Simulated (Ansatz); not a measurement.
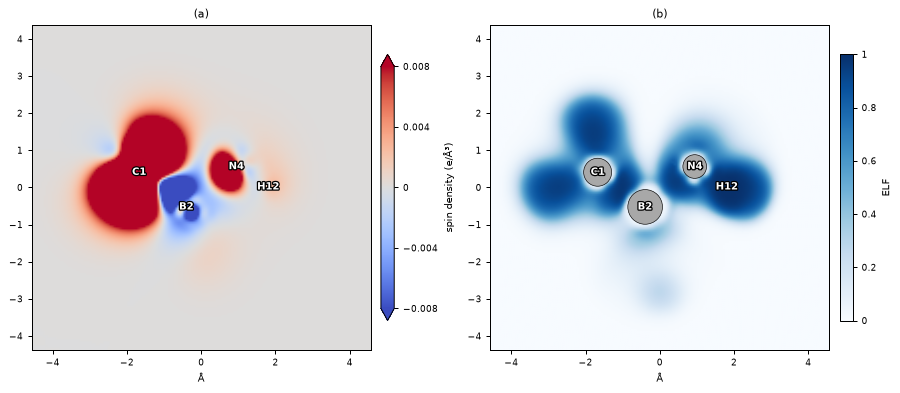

Figure 1: CH8BN2 (doublet). (a) spin density; (b) electron localisation function on the plane of atoms B2, N4 and H12. Grey discs cover the atomic cores in the ELF map.

Geometry: r2SCAN-D4/def2-SVP.

Method: Ansatz, isolated molecule in a Gaussian basis; Kohn-Sham density functional theory, functional PBE0.

```xyz
12

C    -1.1983    1.1441    1.7231
B    -0.5283    1.0207    0.2914
N     0.6556    1.8869    0.0075
N    -1.7361    1.5735   -0.8047
H    -2.2359    0.8565    1.9524
H    -0.6109    1.3680    2.6243
H    -0.3996   -0.1519   -0.1008
H     0.9492    2.4801    0.7792
H     1.4761    1.4046   -0.3457
H    -2.5959    1.0207   -0.7912
H    -1.9665    2.5453   -0.5840
H    -1.3458    1.5567   -1.7487
```

Q: Describe what can be read from this map.

A: The section cuts through C, B, N and H sites. C–B (1.59 Å): the ELF peaks at about 1 between the atoms, as expected for a shared electron pair. N–H (1.02 Å): the ELF climbs to about 1 towards the hydrogen, as it does in any bond to H: an ordinary covalent bond to hydrogen. B–N (1.72 Å): the ELF peaks at about 0.95 between the atoms (a polar covalent bond). The unpaired spin (1 electron) lies mostly on C1 (about 0.7), in electrons by Hirshfeld's partition.
